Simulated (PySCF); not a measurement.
```yaml
atoms:
  - { symbol: Si, position_ang: [0.0051, 0.0024, -0.0115] }
  - { symbol: H, position_ang: [-0.1449, 1.4737, -0.0177] }
  - { symbol: H, position_ang: [-1.1913, -0.8626, 0.0765] }
  - { symbol: H, position_ang: [1.3515, -0.6039, -0.0931] }
```

Geometry: PBE0-D3(BJ)/def2-SVP.

Theory: PySCF, DFT single point, gas phase, functional wB97X.

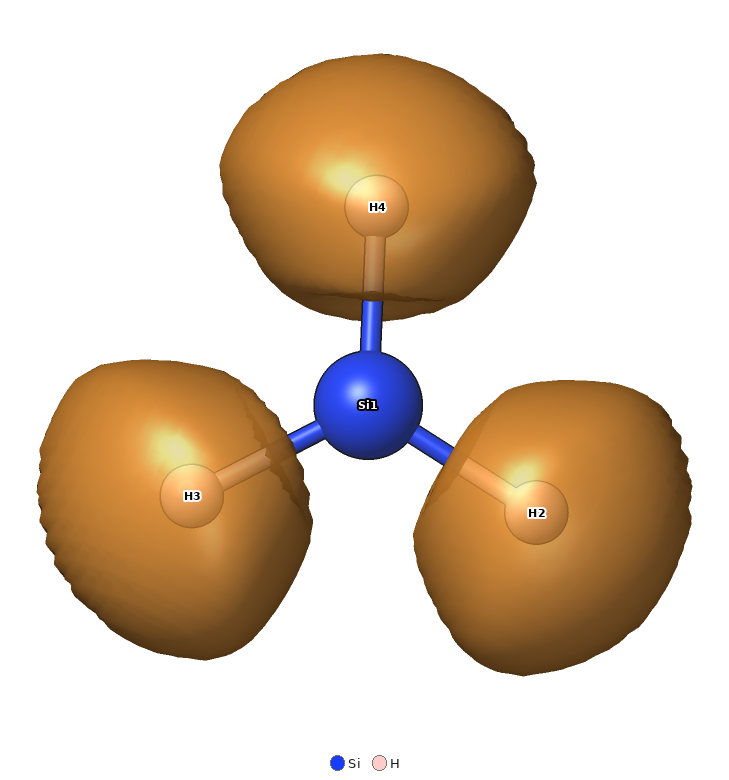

H₃Si (SMILES [SiH3+]) (charge +1). Isosurface of the ELF at 0.85 (orange), seen across its widest extent. Only the valence region is drawn (cores and ρ < 0.01 e/Å³ removed).

Q: Where are the electrons localised?

A: The surface consists of three regions around hydrogen nuclei.

Values along the shortest contacts:
Si–H (1.48 Å): the ELF climbs to about 1 towards the hydrogen, as it does in any bond to H.
